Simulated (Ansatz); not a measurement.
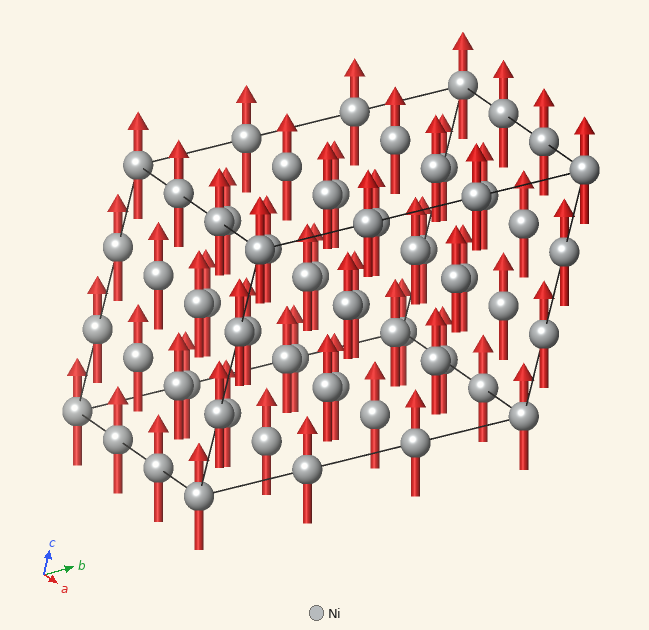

Figure: spheres-only view slightly off an axis. One simulation cell is outlined, and atoms on its boundary appear in each equivalent place. Arrows are the site magnetic moments above 0.25 μB; longer means larger, and red and blue are up and down (without spin-orbit coupling the axis itself is arbitrary).

This is the state reached for Ni. Theory: DFT LDA, scalar-relativistic, plane waves, PAW in Ansatz. Numerical settings: wavefunction cutoff 420 eV, k-points on a 5×5×5 grid, Gaussian smearing of 0.1 eV, collinear spins.

Which kind of magnetic order is this?

Answer. Ferromagnetic (within this cell). Site moments: 27 Ni +0.7 μB. The net spin moment of the whole cell is 16.9 μB, including what lies between the atoms and on sites without an arrow.

The initial geometry was a structure listed in the Materials Project. Earlier steps of the study may have refined or changed the cell and positions. Ansatz was used for an electronic-structure calculation on it.
